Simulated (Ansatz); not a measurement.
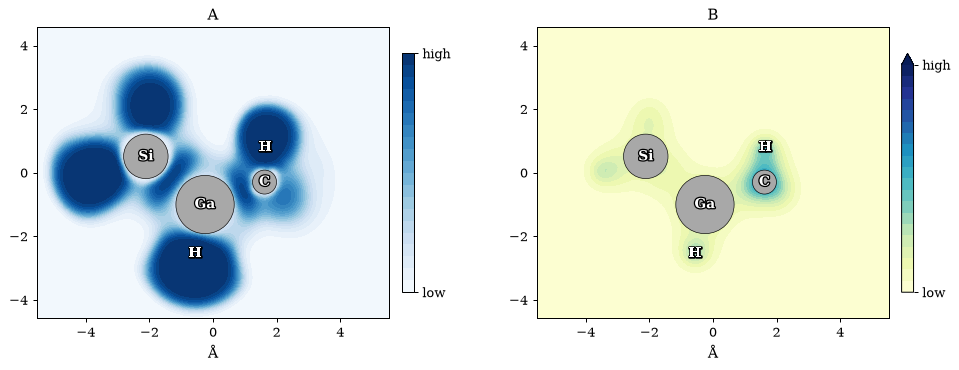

CH₈GaSbSi: 2 fields on the plane of atoms C1, Ga2 and Si4, with unlabelled colour scales. Grey discs cover the atomic cores.

Geometry: BLYP-D3(BJ)/def2-SVP; core potentials replace the inner electrons of Sb.

The calculation used isolated molecule in a Gaussian basis; Kohn-Sham density functional theory, functional PBE0 (Ansatz 0.2.0).

Which field does each panel show? The fields are: electron density and electron localisation function.

Answer. Panel A: electron localisation function. Panel B: electron density. From the grid: C–Ga (2.00 Å): ρ at the midpoint is about 0.75 e/Å³; the ELF peaks at about 0.90 in the valence shell of C, 0.7 Å from its nucleus, and is about 0.60 at the midpoint. Ga–Si (2.40 Å): ρ at the midpoint is about 0.53 e/Å³; the ELF peaks at about 0.95 between the atoms (localised, covalent bonding).
